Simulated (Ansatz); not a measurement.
Input file:

```
crystal:
  periodic: [false, false, false]
  atoms:
    - {symbol: O, position_ang: [-0.466251, 0.673663, 2.237073]}
    - {symbol: C, position_ang: [0.176575, 0.260832, 1.130586]}
    - {symbol: C, position_ang: [-0.378087, -0.106658, -0.024392]}
    - {symbol: C, position_ang: [0.424138, -0.547876, -1.168574]}
    - {symbol: I, position_ang: [0.440129, 0.918120, -2.794327]}
    - {symbol: H, position_ang: [-1.415124, 0.692004, 2.072013]}
    - {symbol: H, position_ang: [1.251574, 0.254072, 1.279635]}
    - {symbol: H, position_ang: [-1.458205, -0.071154, -0.145067]}
    - {symbol: H, position_ang: [0.034377, -1.435492, -1.659885]}
    - {symbol: H, position_ang: [1.474072, -0.688709, -0.924064]}
basis:
  gaussian: {orbitals: def2-TZVPP}
hamiltonian: {xc: pbe0, dispersion: d4}
output: {orbitals: {seedname: orbitals}}
```

Launched as:

```sh
ansatz run in.yaml --threads 4 --pin off --events-out ev --progress --plain --max-ram 10444MiB
```

Geometry: PBE0-D4/def2-TZVP; core potentials replace the inner electrons of I.

Computed with RKS PBE0-D4/def2-TZVPP in Ansatz.

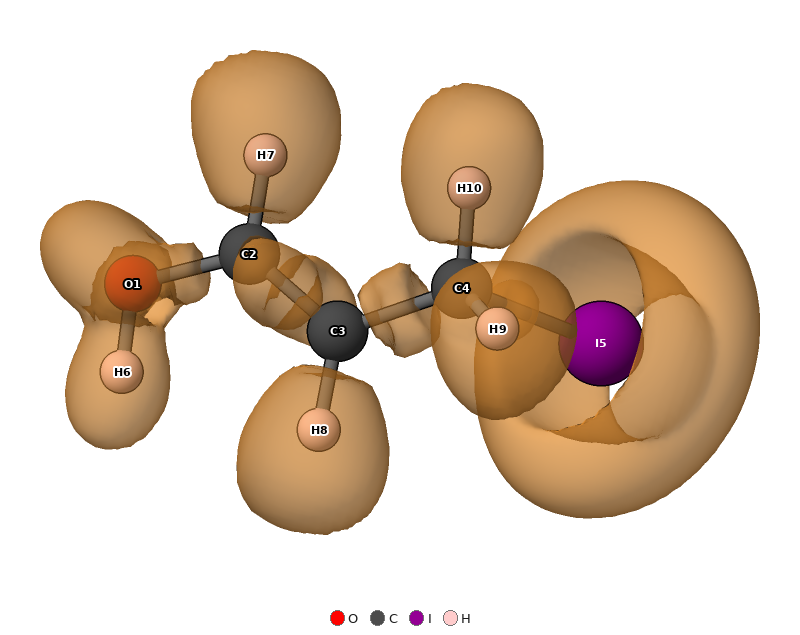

C₃H₅IO (SMILES OC=CCI). Isosurface of the electron localisation function at 0.75 (orange), seen at a tilt. Core shells and regions of very low density are left out.

### What do the ELF domains correspond to?

At this value the surface marks out two regions between bonded C–C atoms (shared pairs), one region between bonded C–I atoms (shared pairs), four regions around hydrogen nuclei, one ring or bowl of non-bonding electrons around I and one joined region spread over several atoms (H, O), in which their bonds and any lone pairs are merged. Along the contacts the grid gives the following. C–C (1.33 Å): the ELF peaks at about 0.95 between the atoms: a multiple bond. C–O (1.34 Å): the ELF peaks at about 0.90 between the atoms; a polar covalent bond.
